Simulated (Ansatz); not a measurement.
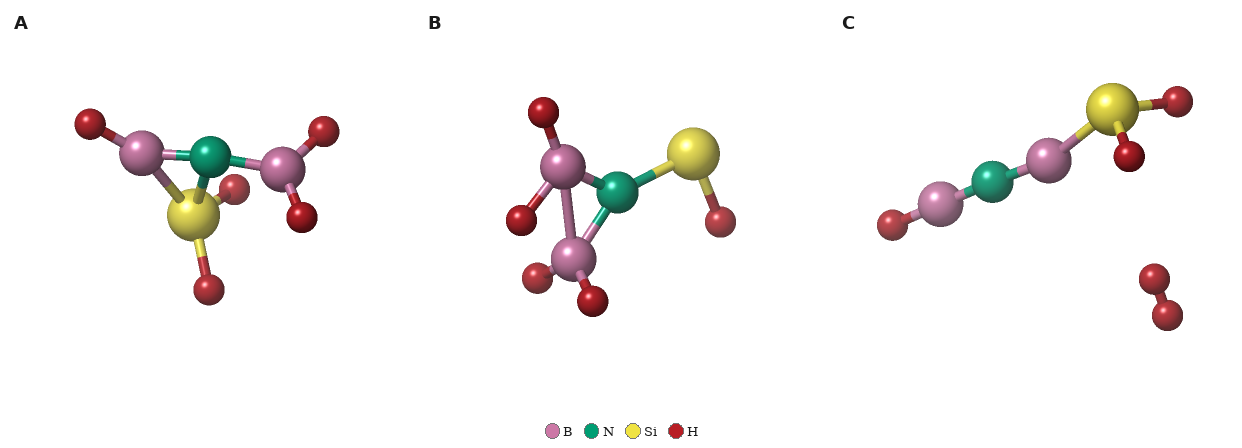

3 stationary structures of one formula. Geometries: PBE-D4/def2-SVP. Electronic energies: PBE-D4/def2-SVP (Ansatz 0.2.0), without zero-point energy. No frequency run is at hand to confirm each as a minimum. Each is one conformer, not always the lowest.

Rank them by energy, lowest first.

A is lowest; B lies 63.7 kJ/mol above it, C lies 199.1 kJ/mol above it.
